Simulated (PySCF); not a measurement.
# SiH3Cl (SiClH3) at HCTH407/def2-TZVP (sfX2C, density fitting with def2-universal-jkfit)

Aim: the electrostatic solvation energy at fixed shape (ddPCM, water) of SiH3Cl (SiClH3) at HCTH407/def2-TZVP (sfX2C, density fitting with def2-universal-jkfit), from 2 runs. Input form: a Python script.

The results are computed with PySCF 2.14.0.

7 further runs of the same task are left out: 2 that didn't finish, 5 set aside as unsound or not needed.

**1. The molecule**

The species is SiH3Cl (5 atoms), meant as a singlet with charge 0. As SMILES, `[H][Si]([H])([H])Cl`. The shape is that of a GFN2-xTB optimisation.

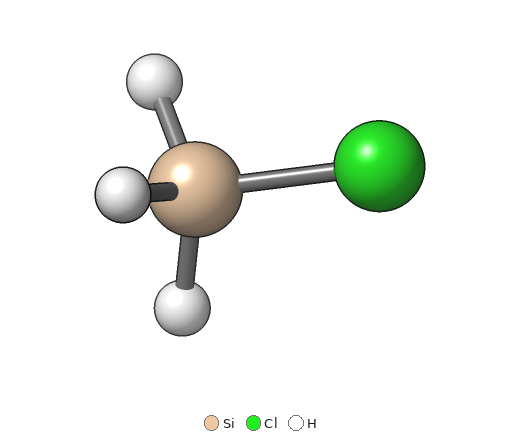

The structure, seen from a chosen angle (silicon light orange, chlorine green, hydrogen white).

**2. The energy at HCTH407/def2-TZVP (sfX2C, density fitting with def2-universal-jkfit)**

File geometry.xyz:

```xyz
5
ClH3Si
Si     0.000290     0.001940    -0.129410
Cl     0.010690    -0.020840     1.880630
H      1.382330     0.011210    -0.594910
H     -0.700750     1.203700    -0.566480
H     -0.692550    -1.196020    -0.589840
```

File run.py:

```python
from pyscf import gto, dft

molecule = gto.M(
    atom='geometry.xyz',
    verbose=4,
    spin=0,
    basis='def2-tzvp',
    max_memory=1860,
)

ks = dft.RKS(molecule, xc='hcth407')
ks = ks.sfx2c1e()
ks = ks.density_fit(auxbasis='def2-universal-jkfit')
ks.kernel()

e_final = ks.e_tot
print('E(%s) = %.9f' % ('HCTH407', e_final))
```

On the command line:

```
$ OMP_NUM_THREADS=1 python run.py
```

Output:

```text
PySCF version 2.14.0

[... 73 lines left out ...]
converged SCF energy = -753.460259026338
E(HCTH407) = -753.460259026
```

It took 5.7 s on 1 thread of Arm Neoverse V1, shared host; peak memory 0.35 GiB.

**3. A single-point energy at HCTH407/def2-TZVP (sfX2C, density fitting with def2-universal-jkfit, ddPCM water)**

File input.xyz:

```xyz
5

Si     0.000290     0.001940    -0.129410
Cl     0.010690    -0.020840     1.880630
H      1.382330     0.011210    -0.594910
H     -0.700750     1.203700    -0.566480
H     -0.692550    -1.196020    -0.589840
```

File input.py:

```python
from pyscf import gto, dft, solvent

mol = gto.M(
    atom='input.xyz',
    max_memory=1860,
    basis='def2-tzvp',
    verbose=4,
    spin=0,
)

mf = dft.RKS(mol, xc='hcth407')
mf = mf.x2c()
mf = mf.density_fit(auxbasis='def2-universal-jkfit')
mf = solvent.ddPCM(mf)
mf.with_solvent.eps = 78.3553  # water
mf.kernel()

e_final = mf.e_tot
print('Final energy', e_final)
```

On the command line:

```
$ OMP_NUM_THREADS=1 python input.py
```

Output:

```text
PySCF version 2.14.0

[... 52 lines left out ...]
WARN: ddPCM is an experimental feature. It is still in testing.
[... 25 lines left out ...]
Solvent Energy = -0.00204461555593751
[... 7 lines left out ...]
Solvent Energy = -0.00168346101389051
[... 7 lines left out ...]
Solvent Energy = -0.00141196472461352
[... 7 lines left out ...]
Solvent Energy = -0.00141367000859926
[... 7 lines left out ...]
Solvent Energy = -0.00141356109062982
[... 5 lines left out ...]
converged SCF energy = -753.461479078324
Final energy -753.4614790783245
```

It took 11 s on 1 thread of Arm Neoverse V1, shared host; peak memory 0.38 GiB.

**4. Outcome**

Level: HCTH407/def2-TZVP (sfX2C, density fitting with def2-universal-jkfit).

| quantity | value |
| --- | --- |
| gas phase: total energy | -753.46026 Eh |
| gas phase: dipole moment | 1.08 D |
| gas phase: HOMO energy | -7.85 eV |
| gas phase: LUMO energy | -0.88 eV |
| gas phase: HOMO–LUMO gap | 6.97 eV |
| ddPCM, water: total energy | -753.46148 Eh |
| ddPCM, water: dipole moment | 1.39 D |
| ddPCM, water: HOMO energy | -7.78 eV |
| ddPCM, water: LUMO energy | -0.67 eV |
| ddPCM, water: HOMO–LUMO gap | 7.10 eV |
| ddPCM, water: solvent term in the energy | -3.7 kJ/mol |
| energy change from gas to solvent at fixed shape | -0.033 eV |

In words: The solvent model (ddPCM, water) lowers the energy by 0.03 eV (−3.2 kJ/mol) at the same shape. It holds the electrostatic part alone, without cavity or dispersion terms. Mulliken charges (ddPCM, water) run from -0.27 on Cl2 to +0.36 on Si1; they depend strongly on the basis.
